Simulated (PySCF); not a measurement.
# TaNCl₂: relaxation and vibrations of the singlet

The task is one start of a wider search on TaNCl₂: the singlet, from a T-shaped (ligand arrangement 1) start. It is relaxed, tested by its Hessian and followed downhill if it is a saddle.

The runs use PySCF 2.14.0; PBE0, basis Ta def2-TZVP with ECP60, N def2-TZVP, Cl def2-TZVP, scalar-relativistic core potentials, no spin–orbit coupling, density fitting.

## (1) The system as given

4 atoms, charge 0, spin multiplicity 1.

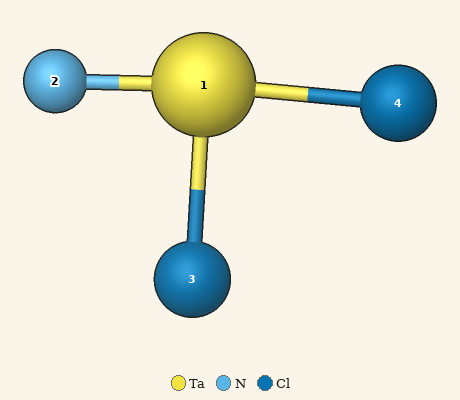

Start geometry, drawn with colours as in the key; atoms are numbered from 1 in the order of the file.

```xyz
4
charge 0 multiplicity 1
Ta    0.0000    0.0000    0.0000
N    -1.8589    0.0000    0.0649
Cl    0.0000    0.0000    2.4500
Cl    2.4485    0.0000    0.0855
```

## (2) Finding the electronic state

The steps below are one call of a driver around PySCF. For each, scf.py gives the equivalent set-up of the SCF; relaxations use the driver's own optimiser. After this first run the driver tries any further starts and a stability analysis.

Input file scf.py:

```python
from pyscf import gto, scf, dft
mol = gto.M(atom='''
Ta     0.000000     0.000000     0.000000
N     -1.858900     0.000000     0.064900
Cl     0.000000     0.000000     2.450000
Cl     2.448500     0.000000     0.085500''',
    basis={'Ta': 'def2-TZVP', 'N': 'def2-TZVP', 'Cl': 'def2-TZVP'},
    ecp={'Ta': 'def2-TZVP'},
    charge=0, spin=0)
mf = dft.RKS(mol, xc='PBE0')
mf.grids.atom_grid = (50, 194)
aux = {'Ta': 'def2-universal-JKFIT', 'N': 'def2-universal-JKFIT', 'Cl': 'def2-universal-JKFIT'}
mf = mf.density_fit(auxbasis=aux)
mf.conv_tol = 1e-08
mf.diis_space = 10
mf.max_cycle = 60
mf.init_guess = 'minao'
mf.verbose = 4
mf.kernel()
```

Run with:

```bash
$ OMP_NUM_THREADS=4 python axn.py task.json out
```

Further steps of the session: Relaxing the singlet from the T-shaped (ligand arrangement 1) start; Hessian and properties; Following the imaginary mode; Frequencies.

Before running it: what results should come out? Wanted: minimum; geometry; wavenumbers; dipole moment; highest occupied, lowest empty level; polar-tensor charge of Ta1; zero-point energy; atomisation energy.

The runs gave:

| quantity | value |
| --- | --- |
| minimum | singlet, Cs |
| geometry | Ta–Cl 2.305 Å (×2), Ta–N 1.680 Å; Cl–Ta–Cl 114.4°, Cl–Ta–N 106.6° (×2) |
| wavenumbers (cm⁻¹) | 83 (a'), 175 (a'), 250 (a''), 390 (a'), 402 (a''), 1098 (a') |
| dipole moment | 4.97 D |
| highest occupied, lowest empty level | -7.83, -3.95 eV |
| polar-tensor charge of Ta1 | +1.74 e |
| zero-point energy | 14.3 kJ/mol |
| entropy at 298.15 K | 336.7 J/(mol K) |
| atomisation energy (no zero-point energy) | 1477 kJ/mol |

What this shows: The T-shaped (ligand arrangement 1) start (Cs) ends in a minimum of Cs symmetry, after a stop at a saddle point 15.5 kJ/mol higher, from which it was pushed off along an imaginary mode. In the infrared the band at 402 cm⁻¹ (a'', stretch) leads. Only this shape and spin were tried, so other structures or states may lie lower. With an element this heavy the missing spin–orbit coupling can shift these numbers.
